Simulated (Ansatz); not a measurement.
# AlClH: the cost of one run

Program: Ansatz 0.2.0 through its Python package. The levels of theory stand in the script. These are calculated values, not measurements.

**1. The structure**

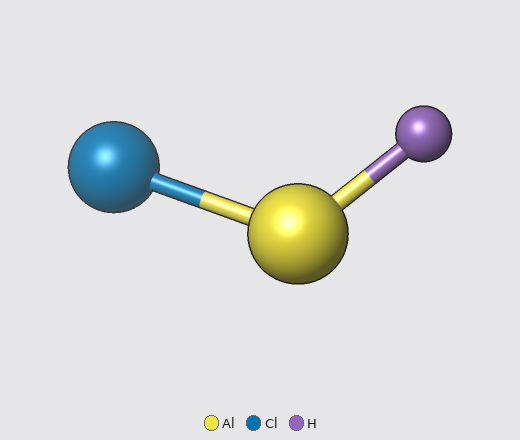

The starting structure, viewed from a chosen angle; aluminium yellow, chlorine blue, hydrogen purple.

The script holds or builds the structure itself.

**2. The code**

x2c.py reads:

```python
import ansatz
import numpy as np

GEOMETRY = """
Al   -0.18660   -0.64020   -0.18000
Cl    1.55600    0.13630    0.86910
H    -1.38030    0.43900   -0.70240
"""


def main() -> None:
    system = ansatz.Crystal.molecule()
    for line in GEOMETRY.strip().splitlines():
        symbol, *xyz = line.split()
        system = system.atom(symbol, [float(v) for v in xyz])

    calculation = system.calculation()
    calculation = calculation.functional("b3lyp", dispersion="d3bj").spin("collinear", total=1)
    calculation = calculation.forces()
    sets = {"none": "cc-pVTZ", "scalar": "cc-pVTZ-DK"}
    found = {kind: calculation.basis(gaussian=basis).pseudopotentials(relativity=kind).run().report for kind, basis in sets.items()}
    for kind, each in found.items():
        dipole = 4.803205 * np.linalg.norm(each["charge_distribution"]["dipole_moment_e_ang"])
        print(f"{kind:7s} E = {each['free_energy_ev']:.4f} eV  dipole {dipole:.3f} D  largest force component {np.abs(each['forces_ev_ang']).max():.4f} eV/A")
    print(f"relativity lowers the total energy by {found['none']['free_energy_ev'] - found['scalar']['free_energy_ev']:.3f} eV")


if __name__ == "__main__":
    main()
```

**3. What the engine is handed**

The engine receives this input (first run):

```yaml
crystal:
  periodic: [false, false, false]
  atoms:
    - { symbol: Al, position_ang: [-0.1866, -0.6402, -0.18] }
    - { symbol: Cl, position_ang: [1.556, 0.1363, 0.8691] }
    - { symbol: H, position_ang: [-1.3803, 0.439, -0.7024] }
basis:
  gaussian:
    orbitals: cc-pVTZ
hamiltonian:
  xc: b3lyp
  dispersion: d3bj
  pseudopotentials:
    relativity: none
magnetization:
  spin_polarized: true
  initial_magnetization: 1.0
output:
  forces: true
```

**4. Launch**

On the command line:

```bash
$ python x2c.py
```

What time and memory should one allow on 1 thread of Arm Neoverse V1, shared host?

About 5.1 s, with a peak of 0.22 GiB.
